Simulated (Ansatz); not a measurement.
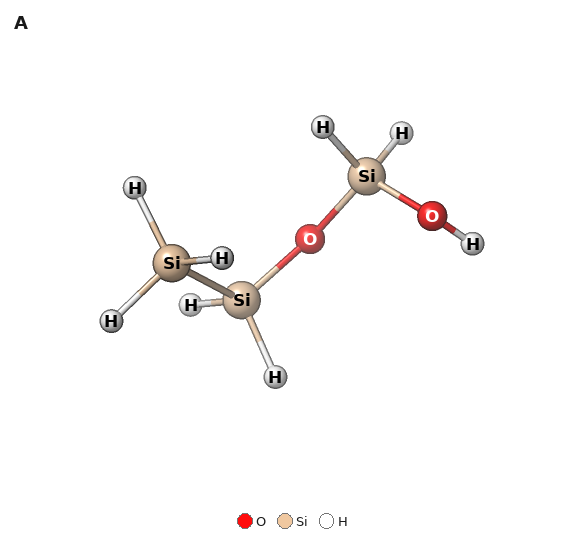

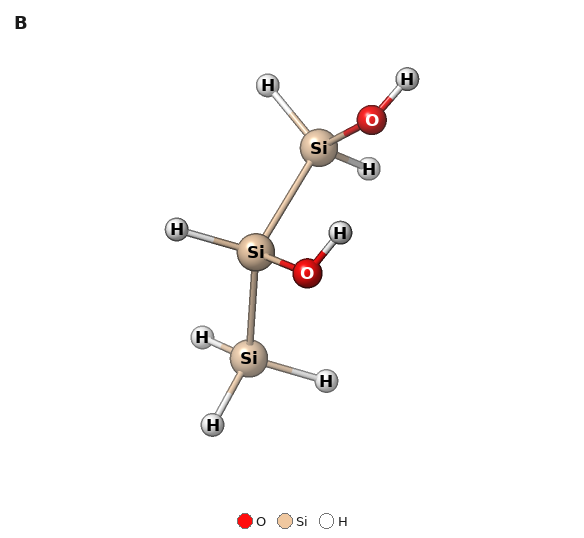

Distant atoms are faded towards the background colour. The computed structure is the end point of a PBE0-D4/def2-TZVP optimisation. No frequency run is at hand to confirm it as a minimum.

How are A and B related: the same structure turned, mirror images, conformers, diastereomers or constitutional isomers?

Answer. They are constitutional isomers of H8O2Si3: A is O[SiH2]O[SiH2][SiH3], B is O[SiH2][Si@H](O)[SiH3]
